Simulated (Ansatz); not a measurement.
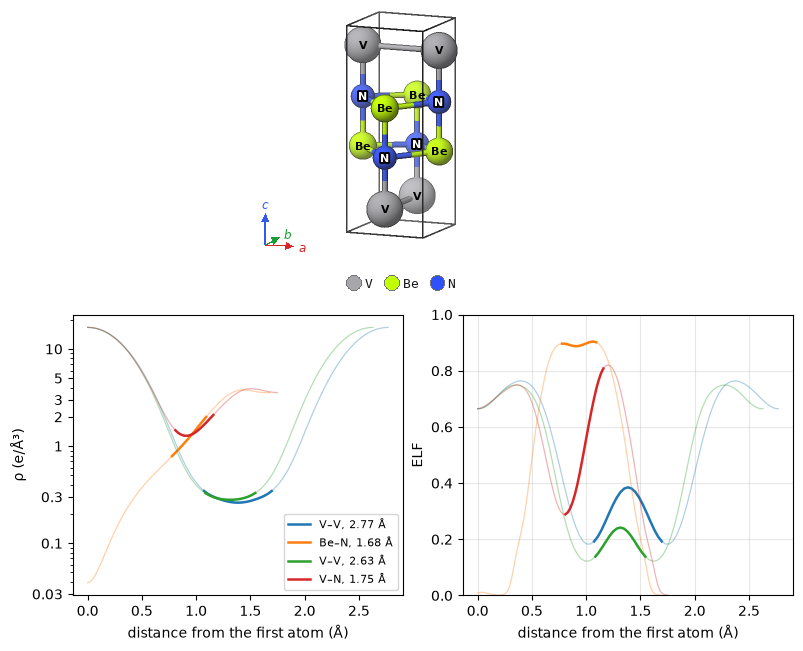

Figure. BeVN. Valence charge density (pseudo) and electron localisation function along straight lines between neighbouring atoms. Thin, pale parts lie inside the atomic spheres. The structure is drawn too.

Space group P4/nmm; built by placing these elements on a known structure type; computed pressure about 6 GPa in this cell; computed without spin polarisation.

Method: DFT, PAW plane waves, r2SCAN in Ansatz 0.2.0.

The density is the valence pseudo-density of a PAW calculation; it isn't the true density close to the nuclei.

```yaml
crystal:
  lattice:
    - [2.76960, 0.00000, 0.00000]
    - [0.00000, 2.76960, 0.00000]
    - [0.00000, 0.00000, 7.01164]
  atoms:
    - { symbol: V, position: [0.00000, 0.50000, 0.87490] }
    - { symbol: V, position: [0.50000, 0.00000, 0.12510] }
    - { symbol: Be, position: [0.00000, 0.50000, 0.38599] }
    - { symbol: Be, position: [0.50000, 0.00000, 0.61401] }
    - { symbol: N, position: [0.00000, 0.50000, 0.62559] }
    - { symbol: N, position: [0.50000, 0.00000, 0.37441] }
```

Compare the contacts.

V–V (2.77 Å): ρ at the midpoint is about 0.26 e/Å³; the ELF is about 0.40 at the midpoint.
Be–N (1.68 Å): the density is about 0.93 e/Å³ at the midpoint; the ELF peaks at about 0.90 in the valence shell of N, 0.6 Å from its nucleus, and is about 0.90 at the midpoint.
V–V (2.63 Å): ρ at the midpoint is about 0.28 e/Å³; the ELF is about 0.25 at the midpoint; no shared electron pair shows on this line.
V–N (1.75 Å): ρ at the midpoint is about 1.3 e/Å³; the ELF peaks at about 0.80 in the valence shell of N, 0.5 Å from its nucleus, and is about 0.35 at the midpoint.
